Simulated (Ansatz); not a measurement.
Consider AlH$_{6}$NP (charge +1).

```xyz
9

Al   -0.0454   -0.1211   -0.5574
N    -0.5639    0.9353   -1.8464
P    -1.2525   -2.2581   -0.8077
H    -1.2351    0.7295   -2.5739
H    -0.2143    1.8786   -1.9686
H     0.9219   -0.1021    0.6566
H    -0.4285   -3.3851   -0.9804
H    -2.1469   -2.3447   -1.8891
H    -2.0459   -2.6209    0.2960
```

Geometry: B3LYP-D3(BJ)/6-311G**.

Level of theory: Ansatz 0.2.0, isolated molecule in a Gaussian basis; Kohn-Sham density functional theory, functional PBE0.

What will maps of the electron density and electron localisation function show?

Al–N (1.75 Å): ρ is about 0.91 e/Å³ halfway; the ELF peaks at about 0.90 in the valence shell of N, 0.7 Å from its nucleus, and is about 0.60 at the midpoint.
Al–P (2.47 Å): ρ is about 0.48 e/Å³ halfway; the ELF peaks at about 1 between the atoms (localised, covalent bonding).
N–H (1.01 Å): ρ is about 2.9 e/Å³ halfway; the ELF climbs to about 1 towards the hydrogen, as it does in any bond to H: a covalent bond by its length.
P–H (1.41 Å): ρ at the midpoint is about 1.2 e/Å³; the ELF climbs to about 1 towards the hydrogen.

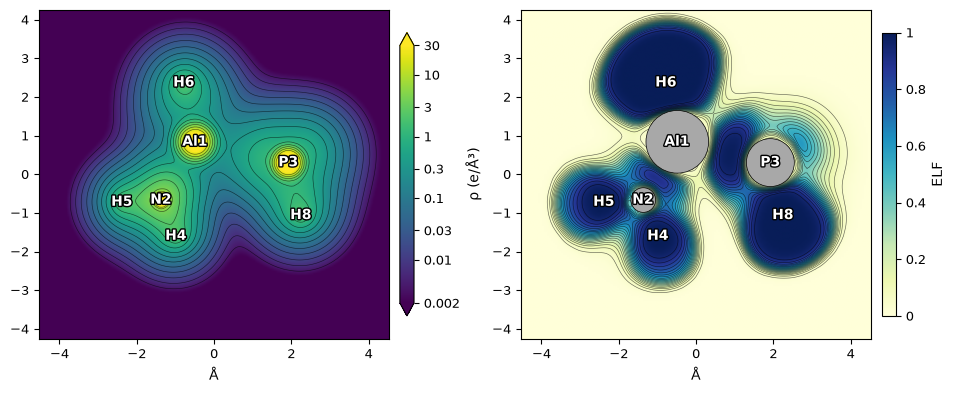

Computed electron density and electron localisation function on the plane of atoms Al1, N2 and H5, in this order. Grey discs cover the atomic cores in the ELF map. 
